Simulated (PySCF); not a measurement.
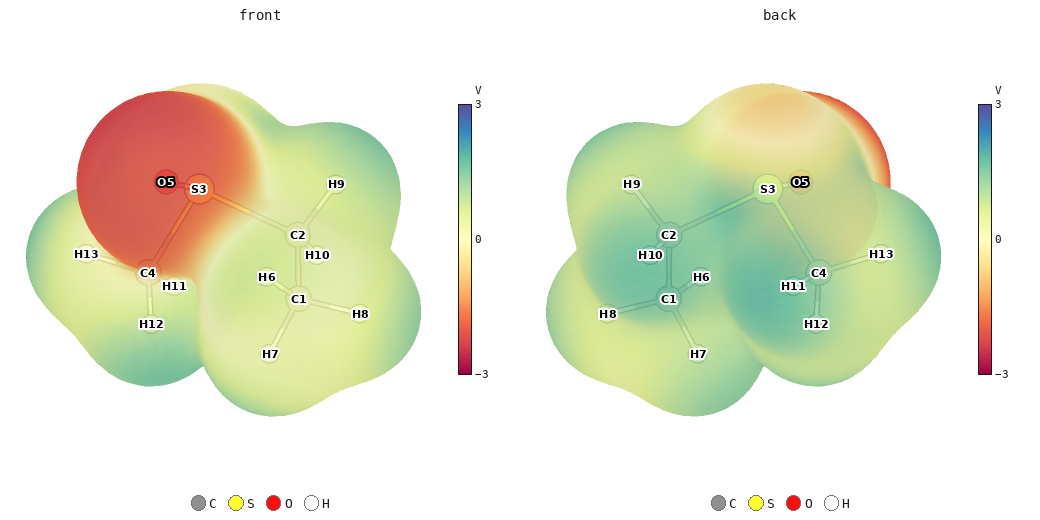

The picture shows: C3H8OS. The electrostatic potential painted on the density surface at 0.004 e/bohr³, seen from the front and from behind; red is negative and blue positive.

Geometry: PBE0-D3(BJ)/def2-SVP.

These are results of PySCF 2.14.0, density-fitted response routines, DFT single point, gas phase, functional PBE0, not measurements.

```yaml
atoms:
  - { symbol: C, position_ang: [1.4650, -0.1842, 0.4661] }
  - { symbol: C, position_ang: [0.7780, 0.2185, -0.8192] }
  - { symbol: S, position_ang: [-0.8423, 1.0304, -0.5101] }
  - { symbol: C, position_ang: [-1.7593, -0.4304, 0.0579] }
  - { symbol: O, position_ang: [-0.6482, 1.8943, 0.7055] }
  - { symbol: H, position_ang: [1.3888, 0.6446, 1.1869] }
  - { symbol: H, position_ang: [1.0098, -1.0777, 0.9181] }
  - { symbol: H, position_ang: [2.5279, -0.4032, 0.2877] }
  - { symbol: H, position_ang: [1.3488, 0.9979, -1.3479] }
  - { symbol: H, position_ang: [0.6076, -0.6095, -1.5258] }
  - { symbol: H, position_ang: [-1.8451, -1.1708, -0.7503] }
  - { symbol: H, position_ang: [-1.2629, -0.8514, 0.9427] }
  - { symbol: H, position_ang: [-2.7551, -0.0630, 0.3396] }
```

Question: Which sites attract a positive test charge, and which a negative one?

Answer: A positive charge is drawn to the negative regions and a negative charge to the positive ones. The most negative region (about −2.3 V) lies over O5, the most positive (about +1.9 V) over H11. O5 is the likeliest acceptor of a hydrogen bond.
